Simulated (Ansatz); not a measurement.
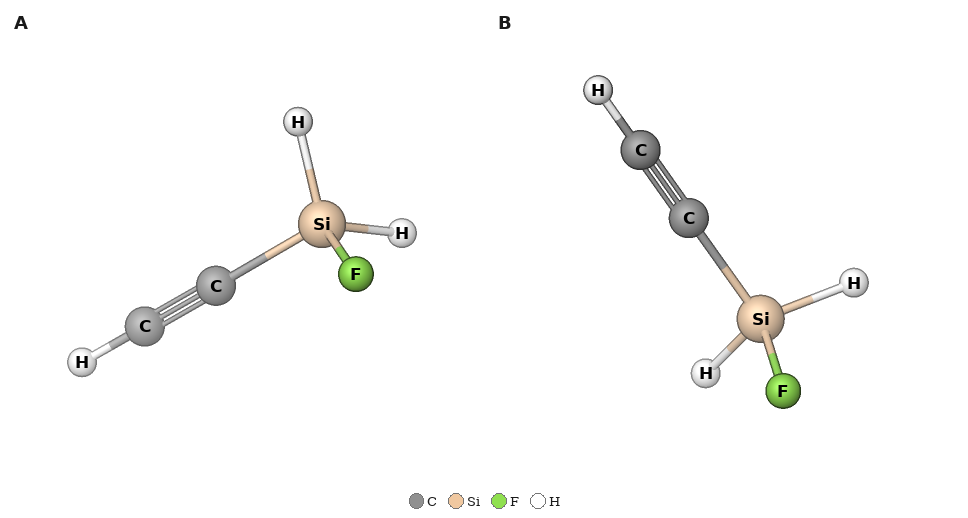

Distant atoms are faded towards the background colour. Computed geometry: PBE-D4/def2-SVP optimisation. No frequency run is at hand to confirm it as a minimum.

**How are A and B related: the same structure turned, mirror images, conformers, diastereomers or constitutional isomers?**

They are the same structure, C2H3FSi (C#C[SiH2]F), seen from two directions. With point group Cs it is achiral, so its mirror image would be the same too.
